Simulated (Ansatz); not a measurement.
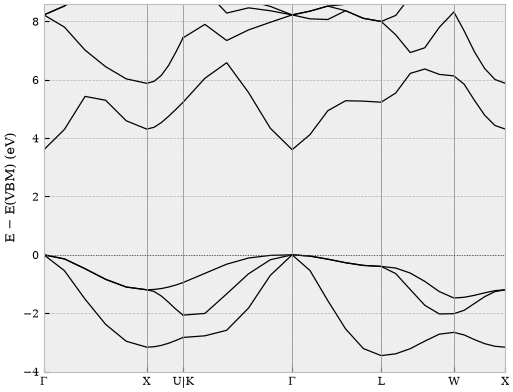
Figure. Band structure from HSE06 (plane waves, PAW; program Ansatz)

Problem. Read off the gap and where the band edges lie.

Solution. About 3.6 eV (3.60 eV among the points solved); maximum at Γ, minimum at Γ.

Problem. Which compound is it?
A) BeS, rock salt
B) MgSe, zinc blende
C) NaI, rock salt
D) CuI, zinc blende

Solution. B, MgSe, zinc blende

Space group F-43m (zinc blende). A made-up cell: these elements were put on the sites of a structure type; the Crystallography Open Database copy checked does not list it. COD files the formula under space group No. 225, so this cell is another polymorph or a model. Its standing as an ambient phase is unchecked. The cell was relaxed with HSE06 under the symmetry of its start; whether a distortion lowers the energy is not shown. The hybrid was solved on a coarse mesh, the path and, where they were found, the r²SCAN edge points; its band edges are the extreme levels among these. Scalar-relativistic: spin–orbit coupling is off unless named, which matters more the heavier the elements.

Potentials: the later of the program's two PAW sets.
